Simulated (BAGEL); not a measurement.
**GeSiH6O (SMILES [SiH3][O][GeH3]): HF/6-31G(d) (density fitting with qzvpp-jkfit, spherical functions)**

Aim: the energy change on altering one bond length of GeSiH6O at HF/6-31G* (density fitting with qzvpp-jkfit, spherical functions), from 2 runs. 

Program for the calculation: BAGEL 1.2.2.

2 further runs of the same task are left out: 2 that didn't finish.

## (1) Starting point

GeSiH6O has 9 atoms, charge 0, and is taken as a singlet. As SMILES, `[SiH3][O][GeH3]`. The coordinates come from a PBE0-D4/def2-TZVP relaxation.

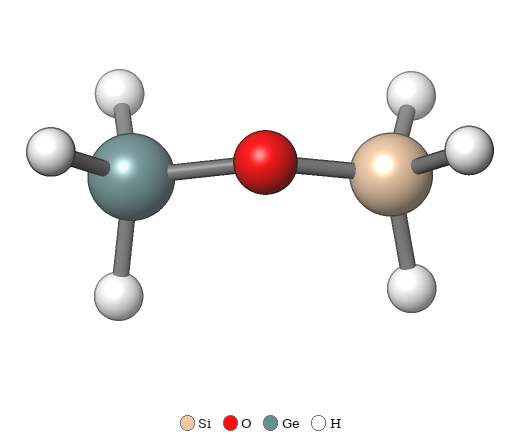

Viewed from a chosen angle; silicon light orange, oxygen red, germanium teal, hydrogen white.

## (2) The energy at HF/6-31G(d) (density fitting with qzvpp-jkfit, spherical functions)

The input, calc.json:

```json
{ "bagel" : [

{
  "title" : "molecule",
  "basis" : "6-31gs.json",
  "df_basis" : "qzvpp-jkfit",
  "angstrom" : true,
  "geometry" : [
    { "atom" : "Si", "xyz" : [   -0.686600,    1.033100,   -0.921400 ] },
    { "atom" : "O", "xyz" : [    0.592700,    0.201900,   -0.339400 ] },
    { "atom" : "Ge", "xyz" : [    0.809800,   -1.049500,    0.901700 ] },
    { "atom" : "H", "xyz" : [   -1.697500,    0.113200,   -1.514500 ] },
    { "atom" : "H", "xyz" : [   -0.195800,    1.964800,   -1.966700 ] },
    { "atom" : "H", "xyz" : [   -1.355600,    1.810800,    0.159300 ] },
    { "atom" : "H", "xyz" : [    2.310800,   -1.355600,    0.917000 ] },
    { "atom" : "H", "xyz" : [   -0.018800,   -2.280500,    0.498400 ] },
    { "atom" : "H", "xyz" : [    0.329300,   -0.484400,    2.248700 ] }
  ]
},
{
  "title" : "hf"
},
{
  "title" : "print",
  "file" : "orbitals.molden",
  "orbitals" : true
}

]}
```

The basis set 6-31G* is read from a file made from the Basis Set Exchange's data (not shown).

On the command line:

```console
BAGEL_NUM_THREADS=1 BAGEL calc.json > calc.out
```

The log of the run:

```text
* using 1 threads per process

  ===============================================================
  ===============================================================

  *** Geometry ***

  { "atom" : "Si", "xyz" : [     -1.297486,      1.952276,     -1.741194 ] },
  { "atom" : "O", "xyz" : [      1.120041,      0.381536,     -0.641373 ] },
  { "atom" : "Ge", "xyz" : [      1.530300,     -1.983268,      1.703966 ] },
  { "atom" : "H", "xyz" : [     -3.207810,      0.213917,     -2.861990 ] },
  { "atom" : "H", "xyz" : [     -0.370008,      3.712934,     -3.716524 ] },
  { "atom" : "H", "xyz" : [     -2.561713,      3.421916,      0.301033 ] },
  { "atom" : "H", "xyz" : [      4.366779,     -2.561713,      1.732879 ] },
  { "atom" : "H", "xyz" : [     -0.035527,     -4.309520,      0.941840 ] },
  { "atom" : "H", "xyz" : [      0.622287,     -0.915383,      4.249427 ] },

  Number of auxiliary basis functions:      579

  Since a DF basis is specified, we compute 2- and 3-index integrals:
    o Being stored without compression. Storage requirement is 0.027 GB

  Number of basis functions:       76
  Number of electrons      :       60

    * METHOD: MOLECULE                             0.38

  *** RHF ***

  === Nuclear Repulsion ===
   267.0006156898

      * DIIS with orbital gradients will be used.

  === RHF iteration (6-31gs.json) ===
      0      -2442.19607842          0.02005177           0.10
      1      -2442.28824518          0.01566172           0.10
      2      -2442.38318191          0.00124737           0.10
      3      -2442.38438198          0.00014986           0.10
      4      -2442.38439699          0.00004722           0.10
      5      -2442.38439798          0.00001345           0.10
      6      -2442.38439807          0.00000330           0.10
      7      -2442.38439808          0.00000112           0.10
      8      -2442.38439808          0.00000054           0.10
      9      -2442.38439808          0.00000016           0.10
     10      -2442.38439808          0.00000004           0.09
     11      -2442.38439808          0.00000002           0.10
     12      -2442.38439808          0.00000001           0.10
    * SCF iteration converged.

    * Permanent dipole moment:
           (    0.074388,     0.389659,    -0.416963) a.u.

    * METHOD: HF                                   1.53

    * METHOD: PRINT                                0.01

  ===============================================================
```

Run time: 2 s. Hardware: 1 thread of Arm Neoverse V1, shared host; peak memory 0.14 GiB.

## (3) The distorted shape at the same level

The input, calc.json:

```json
{ "bagel": [

{
  "title": "molecule",
  "basis": "6-31gs.json",
  "df_basis": "qzvpp-jkfit",
  "angstrom": true,
  "geometry": [
    { "atom": "Si", "xyz": [      -0.878505,       1.157787,      -1.008705 ] },
    { "atom": "O", "xyz": [       0.592700,       0.201900,      -0.339400 ] },
    { "atom": "Ge", "xyz": [       0.809800,      -1.049500,       0.901700 ] },
    { "atom": "H", "xyz": [      -1.889405,       0.237887,      -1.601805 ] },
    { "atom": "H", "xyz": [      -0.387705,       2.089487,      -2.054005 ] },
    { "atom": "H", "xyz": [      -1.547505,       1.935487,       0.071995 ] },
    { "atom": "H", "xyz": [       2.310800,      -1.355600,       0.917000 ] },
    { "atom": "H", "xyz": [      -0.018800,      -2.280500,       0.498400 ] },
    { "atom": "H", "xyz": [       0.329300,      -0.484400,       2.248700 ] }
  ]
},

{ "title": "hf" },

{ "title": "print", "file": "orbitals.molden", "orbitals": true }

]}
```

The basis set 6-31G* is read from a file made from the Basis Set Exchange's data (not shown).

On the command line:

```console
BAGEL_NUM_THREADS=1 BAGEL calc.json > calc.out
```

The log of the run:

```text
* using 1 threads per process

  ===============================================================
  ===============================================================

  *** Geometry ***

  { "atom" : "Si", "xyz" : [     -1.660134,      2.187900,     -1.906176 ] },
  { "atom" : "O", "xyz" : [      1.120041,      0.381536,     -0.641373 ] },
  { "atom" : "Ge", "xyz" : [      1.530300,     -1.983268,      1.703966 ] },
  { "atom" : "H", "xyz" : [     -3.570458,      0.449541,     -3.026973 ] },
  { "atom" : "H", "xyz" : [     -0.732656,      3.948558,     -3.881507 ] },
  { "atom" : "H", "xyz" : [     -2.924361,      3.657540,      0.136051 ] },
  { "atom" : "H", "xyz" : [      4.366779,     -2.561713,      1.732879 ] },
  { "atom" : "H", "xyz" : [     -0.035527,     -4.309520,      0.941840 ] },
  { "atom" : "H", "xyz" : [      0.622287,     -0.915383,      4.249427 ] },

  Number of auxiliary basis functions:      579

  Since a DF basis is specified, we compute 2- and 3-index integrals:
    o Being stored without compression. Storage requirement is 0.027 GB

  Number of basis functions:       76
  Number of electrons      :       60

    * METHOD: MOLECULE                             0.38

  *** RHF ***

  === Nuclear Repulsion ===
   255.7941193581

      * DIIS with orbital gradients will be used.

  === RHF iteration (6-31gs.json) ===
      0      -2442.14123128          0.02145510           0.10
      1      -2442.21879000          0.01854907           0.09
      2      -2442.35670060          0.00137300           0.09
      3      -2442.35812867          0.00017813           0.09
      4      -2442.35815040          0.00003886           0.09
      5      -2442.35815166          0.00001419           0.10
      6      -2442.35815180          0.00000521           0.10
      7      -2442.35815183          0.00000175           0.10
      8      -2442.35815183          0.00000065           0.09
      9      -2442.35815183          0.00000021           0.09
     10      -2442.35815183          0.00000005           0.09
     11      -2442.35815183          0.00000002           0.09
     12      -2442.35815183          0.00000001           0.09
    * SCF iteration converged.

    * Permanent dipole moment:
           (    0.469157,     0.048896,    -0.150649) a.u.

    * METHOD: HF                                   1.50

    * METHOD: PRINT                                0.01

  ===============================================================
```

It took 2 s on 1 thread of Arm Neoverse V1, shared host; peak memory 0.14 GiB.

## (4) Summary of results

Level: HF/6-31G* (density fitting with qzvpp-jkfit, spherical functions).

```
                                                          quantity           value
                                         first shape: total energy  -2442.38440 Eh
                                        first shape: dipole moment          1.46 D
                                          first shape: HOMO energy       -11.93 eV
                                          first shape: LUMO energy         3.08 eV
                                        first shape: HOMO–LUMO gap        15.01 eV
                                     distorted shape: total energy  -2442.35815 Eh
                                    distorted shape: dipole moment          1.26 D
                                      distorted shape: HOMO energy       -11.67 eV
                                      distorted shape: LUMO energy         2.97 eV
                                    distorted shape: HOMO–LUMO gap        14.64 eV
energy change with the Si1–O2 bond stretched from 1.633 to 1.878 Å        0.714 eV
```

In words: With the Si1–O2 bond stretched from 1.633 to 1.878 Å the energy rises by 0.71 eV (16.5 kcal/mol). The first shape isn't relaxed at this level, so the change isn't measured from a minimum.
